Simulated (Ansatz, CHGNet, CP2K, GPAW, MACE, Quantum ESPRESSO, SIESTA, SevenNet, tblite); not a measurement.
**SIESTA runs on random rock-salt alloy of NbC and TiC (64 atoms)**

How do the settings of SIESTA change the result for random rock-salt alloy of NbC and TiC (64 atoms)? A plane-wave run serves as the yardstick.

Main program and level: SIESTA 5.4.2; the method is named at each step.

## Step 1: Set-up

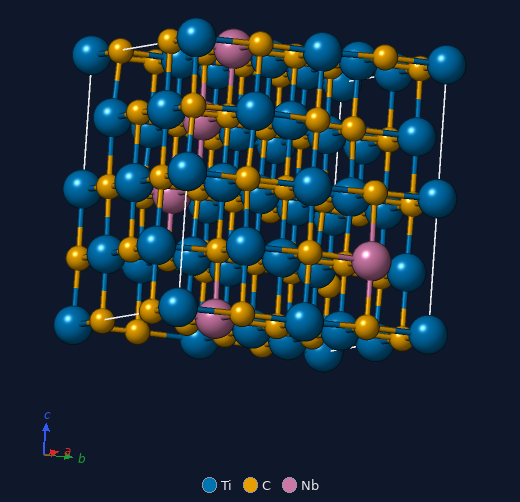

Start, viewed from a free direction; titanium blue, carbon orange, niobium pink. Some periodic images of atoms are drawn too.

The cell holds 64 atoms: 28 Ti, 32 C and 4 Nb. Its edges and angles: a = 8.692 Å, b = 8.692 Å, c = 8.692 Å, α = 90.0°, β = 90.0°, γ = 90.0°. It derives from NbC (rock-salt), repeated 2×2×2. Rock-salt NbC, 2 x 2 x 2 conventional cells, 28 of 32 Nb sites given to Ti at random (x = 0.875), lattice by Vegard's rule (a = 4.346 Å); not relaxed, displaced by a Gaussian of 0.02 Å. Then every atom was moved at random, 0.02 Å r.m.s. a Cartesian component.

The yardstick, on the same geometry:

| Quantity | Value |
| --- | --- |
| method | Kohn-Sham DFT, PBE, PAW, plane waves (Ansatz 0.2.0); cutoff 420 eV, Γ point, fermi-dirac smearing of 0.05 eV; PAW set soft_2 |
| r.m.s. force component | 0.5059 eV/Å |
| longest force | 1.706 eV/Å |
| pressure | 1.357 GPa |
| SCF cycles | 8 |
| time | 4 s on 8 threads of Arm Neoverse V2, shared host |
| CPU time | 27 s |

## Step 2: PBE, DZP, shift 0.01 Ry, mesh 500 Ry

Method: Kohn-Sham DFT, PBE, PseudoDojo 0.4.1 norm-conserving pseudopotentials (converted to PSML), numerical atomic orbitals (DZP), diagonalisation.

The .psml files are PseudoDojo norm-conserving potentials that we converted to this format, checked against plane waves on the same files for H, C, O, Si, Ge and Ca alone.

input.fdf

```
SystemLabel cell
NumberOfAtoms 64
NumberOfSpecies 3
%block ChemicalSpeciesLabel
  1 22 Ti
  2 6 C
  3 41 Nb
%endblock ChemicalSpeciesLabel
LatticeConstant 1.0 Ang
%block LatticeVectors
  8.69160 0.00000 0.00000
  0.00000 8.69160 0.00000
  0.00000 0.00000 8.69160
%endblock LatticeVectors
PAO.BasisSize DZP
PAO.EnergyShift 0.01 Ry
XC.Functional GGA
XC.Authors PBE
MeshCutoff 500 Ry
%block kgrid_Monkhorst_Pack
  1 0 0 0.0
  0 1 0 0.0
  0 0 1 0.0
%endblock kgrid_Monkhorst_Pack
SolutionMethod diagon
OccupationFunction FD
ElectronicTemperature 580 K
SCF.Mixer.Method Pulay
SCF.Mixer.Weight 0.05
SCF.Mixer.History 8
SCF.Mix Hamiltonian
MaxSCFIterations 300
SCF.DM.Tolerance 1e-04
SCF.H.Tolerance 1.0e-3 eV
WriteForces T
Write.HirshfeldPop T
Write.VoronoiPop T
Write.DM F
Write.H F
XML.Write F
AtomicCoordinatesFormat Fractional
%block AtomicCoordinatesAndAtomicSpecies
  0.99750 0.00025 0.99914 1
  0.25358 0.00903 0.99854 2
  0.99826 0.25220 0.25068 1
  0.25299 0.25208 0.25314 2
  0.25312 0.00750 0.24526 1
  0.00633 0.99965 0.24616 2
  0.24424 0.25304 0.99322 1
  0.00100 0.25514 0.99978 2
  0.00104 0.99843 0.50223 1
  0.25075 0.00002 0.49536 2
  0.99734 0.25380 0.75184 1
  0.25057 0.25407 0.75129 2
  0.25175 0.99582 0.75003 1
  0.99516 0.00705 0.74777 2
  0.25178 0.25235 0.49307 3
  0.99988 0.23983 0.50004 2
  0.99985 0.50382 0.99630 1
  0.25204 0.49850 0.99782 2
  0.99412 0.75620 0.24696 3
  0.25230 0.74710 0.25536 2
  0.25160 0.49587 0.24663 1
  0.00165 0.50595 0.25277 2
  0.25200 0.75120 0.00179 1
  0.00111 0.75292 0.00141 2
  0.00446 0.49770 0.49691 1
  0.24522 0.49984 0.49628 2
  0.00544 0.75290 0.74299 1
  0.25205 0.74775 0.75561 2
  0.24632 0.50088 0.74973 1
  0.00380 0.49985 0.74290 2
  0.24703 0.75015 0.49836 1
  0.99685 0.75056 0.49943 2
  0.50407 0.99496 0.00305 1
  0.75578 0.99665 0.00010 2
  0.50621 0.24467 0.24588 1
  0.74870 0.24676 0.25056 2
  0.74849 0.99991 0.24519 1
  0.49700 0.00296 0.24645 2
  0.75426 0.25085 0.99870 3
  0.49710 0.24443 0.99934 2
  0.49674 0.99815 0.49391 1
  0.74928 0.00338 0.49824 2
  0.50083 0.25102 0.74966 3
  0.74508 0.25202 0.75005 2
  0.75436 0.00109 0.74796 1
  0.49865 0.99761 0.75391 2
  0.75230 0.24670 0.50268 1
  0.49326 0.25615 0.49768 2
  0.50039 0.50357 0.00337 1
  0.74908 0.50074 0.99648 2
  0.49939 0.74297 0.24990 1
  0.75018 0.75252 0.25177 2
  0.75009 0.49883 0.24882 1
  0.50616 0.49732 0.24780 2
  0.75118 0.75127 0.00437 1
  0.49763 0.74633 0.99968 2
[... 4 atom lines left out ...]
  0.75161 0.49837 0.75824 1
  0.50084 0.50267 0.74737 2
  0.74783 0.75955 0.50202 1
  0.50708 0.75095 0.50432 2
%endblock AtomicCoordinatesAndAtomicSpecies
```

Launch:

```
$ OMP_NUM_THREADS=1 mpirun -np 2 siesta < input.fdf > output.txt
```

The log of the run:

```text
Version         : 5.4.2
reinit: System Name:
reinit: System Label: cell
initatom: Reading input for the pseudopotentials and atomic orbitals ----------
Species number:   1 Atomic number:   22 Label: Ti
Species number:   2 Atomic number:    6 Label: C
Species number:   3 Atomic number:   41 Label: Nb
Ground state valence configuration (from tables):   4s02  4p00  3d02  4f00
Ground state valence configuration (from tables):   2s02  2p02  3d00  4f00
Ground state valence configuration (from tables):   5s01  5p00  4d04  4f00
---- Processing specs for species: Ti
GGA--PBE XC_GGA_X_PBE--XC_GGA_C_PBE pb
Semicore shell(s) with  8 electrons included in the valence for Ti
---- Processing specs for species: C
GGA--PBE XC_GGA_X_PBE--XC_GGA_C_PBE pb
---- Processing specs for species: Nb
GGA--PBE XC_GGA_X_PBE--XC_GGA_C_PBE pb
Semicore shell(s) with  8 electrons included in the valence for Nb
Semicore shell(s): 3s 3p
Fallback to non-perturbative polarization scheme for Ti
Please see the manual if this is not desired in principle
Semicore shell(s): 4s 4p
Fallback to non-perturbative polarization scheme for Nb
Please see the manual if this is not desired in principle
Ti pseudopotential only contains V_ls up to l=2 -- lmxkb reset.
C pseudopotential only contains V_ls up to l=1 -- lmxkb reset.
Nb pseudopotential only contains V_ls up to l=2 -- lmxkb reset.
Using PAO.SplitTailNorm
%block ChemicalSpeciesLabel
    1   22 Ti                      # Species index, atomic number, species label
    2    6 C                       # Species index, atomic number, species label
    3   41 Nb                      # Species index, atomic number, species label
%endblock ChemicalSpeciesLabel
%block PAO.Basis                 # Define Basis set
Ti                    5                    # Species label, number of l-shells
 n=3   0   1                         # n, l, Nzeta
   2.839
   1.000
 n=4   0   2                         # n, l, Nzeta
   7.610      5.692
   1.000      1.000
 n=3   1   1                         # n, l, Nzeta
   3.183
[...]
5.233      3.462
[...]
C                     2                    # Species label, number of l-shells
[...]
n=2   1   2 P   1                   # n, l, Nzeta, Polarization, NzetaPol
[...]
Nb                    5                    # Species label, number of l-shells
[...]
n=5   1   1                         # n, l, Nzeta
   7.969
   1.000
 n=4   2   2                         # n, l, Nzeta
   6.142      4.248
   1.000      1.000
%endblock PAO.Basis
coor:   Atomic-coordinates input format  =     Fractional
siesta: System type = bulk
initatomlists: Number of atoms, orbitals, and projectors:     64  1024   832
siesta: ******************** Simulation parameters ****************************
Total number of electrons:   516.000000
Total ionic charge:   516.000000
 Kpoints in:            1 . Kpoints trimmed:            1
siesta: k-grid: Number of k-points = 1
siesta: k-points from Monkhorst-Pack grid
siesta: k-cutoff (effective) =     4.346 Ang
siesta: k-point supercell and displacements
siesta: k-grid:     1     0     0      0.000
siesta: k-grid:     0     1     0      0.000
siesta: k-grid:     0     0     1      0.000
                     ====================================
                        Single-point calculation
                     ====================================
outcell: Unit cell vectors (Ang):
        8.691600    0.000000    0.000000
        0.000000    8.691600    0.000000
        0.000000    0.000000    8.691600
outcell: Cell vector modules (Ang)   :    8.691600    8.691600    8.691600
outcell: Cell angles (23,13,12) (deg):     90.0000     90.0000     90.0000
outcell: Cell volume (Ang**3)        :    656.5975
Gamma-point calculation with interaction between periodic images
Gamma-point calculation with interaction between periodic images
Some features might not work optimally:
Some features might not work optimally:
e.g. DM initialization from atomic data
e.g. DM initialization from atomic data
new_DM -- step:     1
Initializing Density Matrix...
Attempting to read DM from file... Failed...
DM filled with atomic data:
InitMesh: MESH = 120 x 120 x 120 = 1728000
InitMesh: Mesh cutoff (required, used) =   500.000   526.823 Ry
stepf: Fermi-Dirac step function
        iscf     Eharris(eV)        E_KS(eV)     FreeEng(eV)     dDmax    Ef(eV) dHmax(eV)
   scf:    1   -55987.342036   -56954.600066   -56954.783702  1.715879 -6.230131 20.485011
   scf:    2   -57171.442928   -57068.311184   -57068.639386  0.211931 -6.065271 17.088761
   scf:    3   -57300.440974   -57255.381578   -57255.672780  0.602585 -6.218454  7.159886
[...]
scf:   20   -57263.702744   -57263.702727   -57264.065830  0.000130 -6.494764  0.000885
   scf:   21   -57263.702737   -57263.702732   -57264.065831  0.000049 -6.494803  0.000836
SCF Convergence by DM+H criterion
max |DM_out - DM_in|         :     0.0000490766
max |H_out - H_in|      (eV) :     0.0008358512
SCF cycle converged after 21 iterations
Using DM_out to compute the final energy and forces
siesta: E_KS(eV) =           -57263.7027
siesta: E_KS - E_eggbox =    -57263.7027
siesta: Atomic forces (eV/Ang):
     1    0.818949    0.310480   -0.289149
     2   -0.113251   -0.732684   -0.036835
     3   -0.156713   -0.162770   -0.119294
[...]
63    0.333510   -0.974048    0.150196
    64   -0.941789    0.030236   -0.557491
----------------------------------------
   Tot   -0.024115    0.011312    0.017937
----------------------------------------
   Max    1.712936
   Res    0.528888    sqrt( Sum f_i^2 / 3N )
----------------------------------------
   Max    1.712936    constrained
Stress tensor Voigt[x,y,z,yz,xz,xy] (kbar):       -6.92       -2.39       -4.21        1.42        1.06        2.86
(Free)E + p*V (eV/cell)   -57262.2185
Target enthalpy (eV/cell)   -57264.0658
siesta: Program's energy decomposition (eV):
siesta: Ebs     =    -14373.655532
siesta: Eions   =     87912.117111
siesta: Ena     =     15419.665801
siesta: Ekin    =     23246.361476
siesta: Enl     =      1208.046706
siesta: DEna    =       682.905273
siesta: DUscf   =        33.650589
siesta: Ex      =     -9206.731208
siesta: Ec      =      -735.484259
siesta: Exc     =     -9942.215467
siesta: Eharris =    -57263.702737
siesta: Etot    =    -57263.702732
siesta: FreeEng =    -57264.065831
siesta: Final energy (eV):
siesta:  Band Struct. =  -14373.655532
siesta:       Kinetic =   23246.361476
siesta:       Hartree =    9490.333507
siesta:         Exch. =   -9206.731208
siesta:         Corr. =    -735.484259
siesta:   Exch.-corr. =   -9942.215467
siesta:  Ion-electron =  -46045.084444
siesta:       Ion-ion =  -34013.097804
siesta:         Total =  -57263.702732
siesta:         Fermi =      -6.494803
siesta: Stress tensor (static) (eV/Ang**3):
siesta:    -0.004321    0.001783    0.000660
siesta:     0.001783   -0.001492    0.000887
siesta:     0.000660    0.000887   -0.002627
siesta: Cell volume =        656.597453 Ang**3
siesta: Pressure (static):
siesta:                Solid            Molecule  Units
siesta:           0.00003064         -0.00036781  Ry/Bohr**3
siesta:           0.00281348         -0.03377045  eV/Ang**3
siesta:           4.50769021        -54.10621938  kBar
    Orbital volume contribution        =          45.463939 eV
    (Free)E + p_basis*V_orbitals       =      -57218.601892 eV
    (Free)Eharris+ p_basis*V_orbitals  =      -57218.601897 eV
Hirshfeld Atomic Populations:
Atom #   charge [q] valence [e]  Species
     1     0.217139   11.782861  Ti
     2    -0.247360    4.247360  C
     3     0.215773   11.784227  Ti
     4    -0.276280    4.276280  C
     5     0.218442   11.781558  Ti
     6    -0.267133    4.267133  C
[...]
15     0.561663   12.438337  Nb
[...]
19     0.580901   12.419099  Nb
[...]
39     0.562493   12.437507  Nb
[...]
--------------------
 Total    -0.000073
Voronoi Atomic Populations:
Atom #   charge [q] valence [e]  Species
[...]
39     0.763295   12.236705  Nb
[...]
43     0.759737   12.240263  Nb
[...]
61     0.337005   11.662995  Ti
    62    -0.402961    4.402961  C
    63     0.353600   11.646400  Ti
    64    -0.382409    4.382409  C
--------------------
 Total    -0.000073
```

Run time: 5.1 min. Hardware: 2 MPI ranks of Arm Neoverse V2, shared host; peak memory 2 GiB.

Banners, paths, timers and routine set-up lines are dropped from the logs unmarked, and long logs keep their key lines alone; longer cuts are marked.

Compared with the plane-wave run:

| Quantity | Value |
| --- | --- |
| r.m.s. force component | 0.5289 eV/Å |
| r.m.s. difference of force components | 59.32 meV/Å |
| longest difference of force vectors | 244.3 meV/Å |
| force difference over r.m.s. force | 11.73 % |
| slope of forces against the reference's | 1.04 |
| correlation of force components | 0.9944 |
| pressure | 0.4507 GPa |
| pressure difference | -0.9062 GPa |

Length of the force difference by element (eV/Å):

| element | atoms | mean | most |
| --- | --- | --- | --- |
| C | 32 | 0.12 | 0.24 |
| Nb | 4 | 0.040 | 0.065 |
| Ti | 28 | 0.037 | 0.061 |

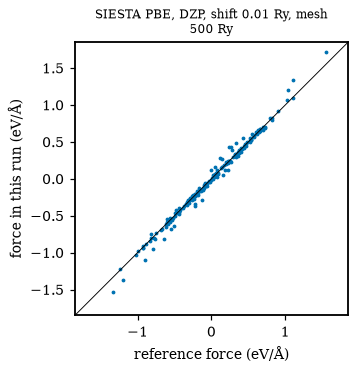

Force components against those of the reference; the line marks equality.

Local excerpt of 9 atoms (numbers count through the whole input) about C58, whose charge lies farthest from its element's mean; x, y, z are measured from there.

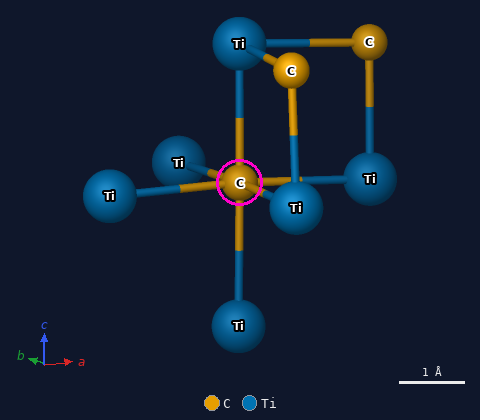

The atoms of the table, within 3.0 Å (arrows a, b, c point along x, y, z); some may hide others; the central atom is ringed.

| atom | x | y | z | distance (Å) | bonds | Hirshfeld charge (e) | Fx | Fy | Fz (eV/Å) |
| --- | --- | --- | --- | --- | --- | --- | --- | --- | --- |
| C58 | 0.00 | 0.00 | 0.00 | 0.00 | 6 | -0.21 | -0.29 | -0.08 | -0.85 |
| Ti61 | 0.00 | 0.01 | 2.17 | 2.17 | 6 | 0.21 | 0.16 | 0.82 | -1.23 |
| Ti57 | -2.18 | 0.01 | -0.06 | 2.18 | 6 | 0.22 | 0.33 | 0.61 | -0.34 |
| Ti47 | 0.00 | -2.18 | -0.05 | 2.18 | 6 | 0.23 | -0.01 | 0.64 | -0.53 |
| Ti25 | 2.20 | 0.00 | -0.10 | 2.20 | 6 | 0.21 | -1.03 | 0.47 | 0.54 |
| Ti53 | -0.02 | 0.01 | -2.25 | 2.25 | 6 | 0.22 | -0.20 | 0.05 | 0.58 |
| Ti63 | -0.04 | 2.28 | -0.05 | 2.28 | 6 | 0.23 | 0.33 | -0.97 | 0.15 |
| C30 | 2.19 | 0.02 | 2.04 | 2.99 | 6 | -0.25 | -0.46 | 0.03 | 0.47 |
| C44 | -0.06 | -2.14 | 2.10 | 3.00 | 6 | -0.31 | 1.20 | -0.23 | -0.68 |

Forces lie 12 % from the reference's, at 23 times its CPU time (on 2 against 8 cores).

The difference per atom is largest on C (0.12 eV/Å on average, against 0.040 on Nb).

## Step 3: PBE, SZ, shift 0.01 Ry, mesh 500 Ry

Method: Kohn-Sham DFT, PBE, PseudoDojo 0.4.1 norm-conserving pseudopotentials (converted to PSML), numerical atomic orbitals (SZ), diagonalisation.

input.fdf: that of step 2 with these lines changed.

```diff
@@ -14,3 +14,3 @@
 %endblock LatticeVectors
-PAO.BasisSize DZP
+PAO.BasisSize SZ
 PAO.EnergyShift 0.01 Ry
```

Launch:

```
$ OMP_NUM_THREADS=1 siesta < input.fdf > output.txt
```

The log of the run:

```text
Version         : 5.4.2
reinit: System Name:
reinit: System Label: cell
initatom: Reading input for the pseudopotentials and atomic orbitals ----------
Species number:   1 Atomic number:   22 Label: Ti
Species number:   2 Atomic number:    6 Label: C
Species number:   3 Atomic number:   41 Label: Nb
Ground state valence configuration (from tables):   4s02  4p00  3d02  4f00
Ground state valence configuration (from tables):   2s02  2p02  3d00  4f00
Ground state valence configuration (from tables):   5s01  5p00  4d04  4f00
---- Processing specs for species: Ti
[... lines left out ...]
        iscf     Eharris(eV)        E_KS(eV)     FreeEng(eV)     dDmax    Ef(eV) dHmax(eV)
[... lines left out ...]
SCF Convergence by DM+H criterion
[... lines left out ...]
SCF cycle converged after 21 iterations
[... lines left out ...]
   Max    2.219026
[... lines left out ...]
   Max    2.219026    constrained
Stress tensor Voigt[x,y,z,yz,xz,xy] (kbar):      122.02      128.60      125.00        1.92        0.83        2.78
[... lines left out ...]
siesta: FreeEng =    -57221.681778
[... lines left out ...]
siesta:         Fermi =      -5.734654
[... lines left out ...]
siesta:     0.000515    0.001198    0.078018
siesta: Cell volume =        656.597453 Ang**3
siesta: Pressure (static):
siesta:                Solid            Molecule  Units
siesta:          -0.00085114         -0.00129039  Ry/Bohr**3
siesta:          -0.07814816         -0.11847780  eV/Ang**3
siesta:        -125.20715792       -189.82236104  kBar
    Orbital volume contribution        =          22.592713 eV
    (Free)E + p_basis*V_orbitals       =      -57199.089065 eV
    (Free)Eharris+ p_basis*V_orbitals  =      -57199.089050 eV
Hirshfeld Atomic Populations:
Atom #   charge [q] valence [e]  Species
     1     0.257152   11.742848  Ti
     2    -0.286541    4.286541  C
     3     0.255614   11.744386  Ti
     4    -0.307823    4.307823  C
     5     0.259572   11.740428  Ti
     6    -0.300038    4.300038  C
[...]
15     0.559300   12.440700  Nb
[...]
19     0.577488   12.422512  Nb
[...]
39     0.554812   12.445188  Nb
[...]
--------------------
 Total    -0.000064
Voronoi Atomic Populations:
Atom #   charge [q] valence [e]  Species
[...]
39     0.682647   12.317353  Nb
[...]
43     0.686323   12.313677  Nb
[...]
61     0.342355   11.657645  Ti
    62    -0.384562    4.384562  C
    63     0.353319   11.646681  Ti
    64    -0.383465    4.383465  C
--------------------
 Total    -0.000064
```

Wall time 2.5 min (1 thread); peak memory 0.88 GiB.

Numbers from this run, and their distance from the reference:

- r.m.s. force component: 0.6412 eV/Å
- r.m.s. difference of force components: 228.1 meV/Å
- longest difference of force vectors: 879.6 meV/Å
- force difference over r.m.s. force: 45.08 %
- slope of forces against the reference's: 1.202
- correlation of force components: 0.948
- pressure: -12.52 GPa
- pressure difference: -13.88 GPa

This is a coarse setting, run to see what it loses.

Against the first run (12 %), the force difference from the reference is 45 %, at 0.24 times the CPU time (on 1 against 2 cores), with 448 basis functions against 1024: the smaller basis costs accuracy.

[end of part 1 of 2]

[Also dropped from logs without a mark: logging warnings of Python, and SIESTA's first energy breakdown and zero terms.]

[Logs are printed without paths, hosts, clocks, repeated set-up lines and the standing remarks that a program may print on its own settings, such as how far it seeks lower states.]

[Hosts, paths, dates, database ids (printed as entryN), source tags and the programs' standing remarks are cut or masked in the printed files.]
